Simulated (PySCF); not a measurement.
**B2PLYP/6-31G run of C2H6BP (SMILES [BH3-][PH+]1C=C1)**

Aim: the vertical ionisation energy of C2H6BP at B2PLYP/6-31G, from 2 runs. 

The results are computed with PySCF 2.14.0.

## (1) The structure to begin with

C2H6BP has 10 atoms, charge 0, and is taken as a singlet. SMILES: `[BH3-][PH+]1C=C1`. The coordinates come from a GFN2-xTB relaxation.

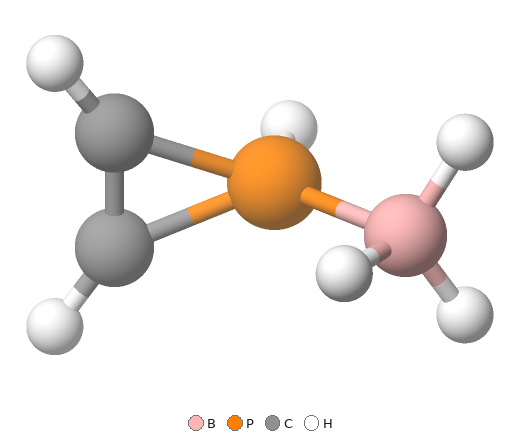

The structure, seen from a chosen angle (boron pink, phosphorus orange, carbon grey, hydrogen white).

## (2) The energy at B2PLYP/6-31G

The input, calc.py:

```python
from pyscf import gto, dft, mp

mol = gto.Mole()
mol.atom = '''
B   -1.410150   0.298620  -0.981690
P   -0.201260  -0.441040   0.354770
C    1.613220  -0.453870   0.243300
C    1.194860   0.440750   1.115080
H   -1.699660  -0.613460  -1.685080
H   -2.331380   0.730200  -0.368790
H   -0.730250   1.125930  -1.499920
H   -0.447540  -1.468370   1.291520
H    2.486970  -0.838180  -0.237680
H    1.525210   1.219420   1.768500
'''
mol.spin = 0
mol.max_memory = 1860
mol.verbose = 3
mol.basis = '6-31g'
mol.build()

ks = dft.RKS(mol)
ks.xc = '0.53*HF + 0.47*B88, 0.73*LYP'
ks.grids.level = 4
ks.conv_tol = 1e-10
ks.kernel()
if not ks.converged:
    ks = ks.newton().run(ks.mo_coeff, ks.mo_occ)

pt = mp.MP2(ks, frozen=8).run()
e_tot = ks.e_tot + 0.27 * pt.e_corr
print('PT2 part  %.8f' % (0.27 * pt.e_corr))
print('E(%s) = %.9f' % ('B2PLYP', e_tot))
```

Run with:

```bash
$ OMP_NUM_THREADS=1 python calc.py
```

Output:

```text
converged SCF energy = -445.373380019372
E(RMP2) = -445.772523026863  E_corr = -0.399143007490934
E(SCS-RMP2) = -445.777479479317  E_corr = -0.40409945994452
PT2 part  -0.10776861
E(B2PLYP) = -445.481148631
```

It took 8.4 s on 1 thread of Arm Neoverse V1, shared host; peak memory 0.3 GiB.

## (3) The doublet cation, same level

The input, job.py:

```python
from pyscf import gto, dft, mp

mol = gto.M(
    atom=[
    ('B', (-1.410150, 0.298620, -0.981690)),
    ('P', (-0.201260, -0.441040, 0.354770)),
    ('C', (1.613220, -0.453870, 0.243300)),
    ('C', (1.194860, 0.440750, 1.115080)),
    ('H', (-1.699660, -0.613460, -1.685080)),
    ('H', (-2.331380, 0.730200, -0.368790)),
    ('H', (-0.730250, 1.125930, -1.499920)),
    ('H', (-0.447540, -1.468370, 1.291520)),
    ('H', (2.486970, -0.838180, -0.237680)),
    ('H', (1.525210, 1.219420, 1.768500)),
],
    max_memory=1860,
    verbose=3,
    basis='6-31g',
    spin=1,
    charge=1,
)

mf = dft.UKS(mol)
mf.xc = '0.53*HF + 0.47*B88, 0.73*LYP'
mf.conv_tol = 1e-10
mf.grids.level = 4
mf.kernel()
if not mf.converged:
    mf = mf.newton().run(mf.mo_coeff, mf.mo_occ)

pt = mp.MP2(mf, frozen=8).run()
e_tot = mf.e_tot + 0.27 * pt.e_corr
print('PT2 part  %.8f' % (0.27 * pt.e_corr))
print('E(%s) = %.9f' % ('B2PLYP', e_tot))
```

Run with:

```bash
$ OMP_NUM_THREADS=1 python job.py
```

Output:

```text
converged SCF energy = -444.999641862367  <S^2> = 0.75821963  2S+1 = 2.0082028
E(UMP2) = -445.387835981065  E_corr = -0.388194118697984
E(SCS-UMP2) = -445.388994754766  E_corr = -0.389352892399773
PT2 part  -0.10481241
E(B2PLYP) = -445.104454274
```

Run time: 32 s. Hardware: 1 thread of Arm Neoverse V1, shared host; peak memory 0.32 GiB.

## (4) What came out

Level: B2PLYP/6-31G, 8 core orbitals frozen.

| quantity | value |
| --- | --- |
| singlet C2H6BP: total energy | -445.48115 Eh |
| singlet C2H6BP: dipole moment (SCF part) | 5.00 D |
| singlet C2H6BP: HOMO energy (SCF part's orbitals) | -9.08 eV |
| singlet C2H6BP: LUMO energy (SCF part's orbitals) | 0.69 eV |
| singlet C2H6BP: HOMO–LUMO gap (SCF part's orbitals) | 9.77 eV |
| doublet cation: total energy | -445.10445 Eh |
| doublet cation: HOMO energy (SCF part's orbitals) (highest over α and β) | -14.81 eV |
| doublet cation: LUMO energy (SCF part's orbitals) (lowest over α and β) | -11.25 eV |
| doublet cation: ⟨S²⟩ | 0.758 |
| vertical ionisation energy (to the doublet cation) | 10.250 eV |

Removing an electron at fixed nuclei costs 10.25 eV (989 kJ/mol). −ε(HOMO) before ionisation, 9.08 eV, is 1.17 eV below this ionisation energy.
